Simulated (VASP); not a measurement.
Band structure of TbCu5 (space group P6/mmm). Method: PBEsol GGA, VASP's PBE PAW potentials (set 64) (plane waves; VASP).

The 4f electrons are frozen in the core of the lanthanide potential, so 4f levels, which can set the real gap, and their magnetism are missing.

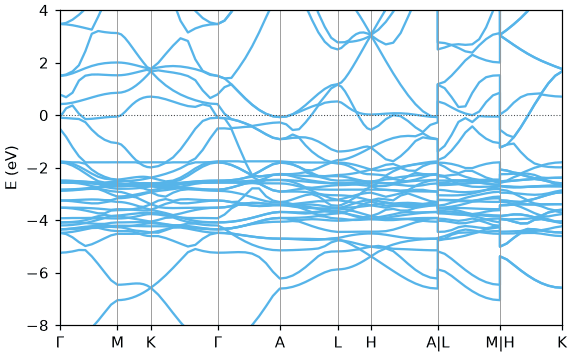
Figure. Bands along high-symmetry lines, zero at the valence-band maximum or, without a gap, the Fermi level

Task: Read the plot: is there a gap, and where are the band edges?

Result: It has no gap at this level: it comes out as a metal or semimetal. (Edges off the drawn lines would not show.)

The structure comes from a computed database's TbCu5 entry (P6/mmm); how it stands against other phases isn't given here. It was relaxed first.
